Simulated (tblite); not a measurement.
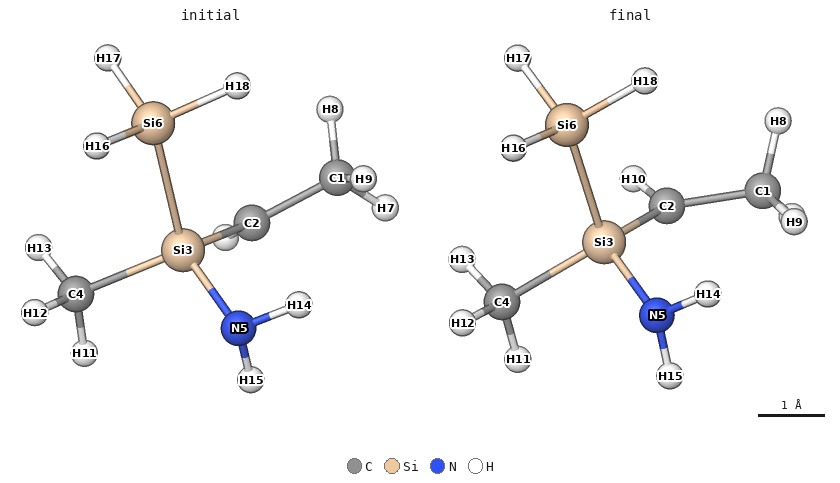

The structure of C$_{3}$H$_{12}$NSi$_{2}$ (multiplicity 2) before (left) and after (right) a relaxation, at one scale.

A ball-and-stick model, seen at a tilt.

Theory: GFN2-xTB geometry optimisation, gas phase in tblite 0.8.0. 

Summarise the run.

H10 moves most after the best rigid fit: 0.92 Å. Largest moves by element: H 0.92 Å, C 0.31 Å, N 0.25 Å, Si 0.13 Å. Near-neighbour distances that change, for instance: Si3–C4 1.852 → 1.905 Å, Si6–H16 1.500 → 1.466 Å, Si3–N5 1.703 → 1.737 Å, Si3–Si6 2.369 → 2.336 Å. Bond angles that change, for instance: C2–Si3–N5 105.8° → 116.0°, Si3–N5–H14 109.8° → 118.8°, N5–Si3–Si6 113.4° → 104.3°. Groups turn about C2–Si3 by about 35°. Over 113 geometry steps the energy falls by 9.14 kcal/mol.
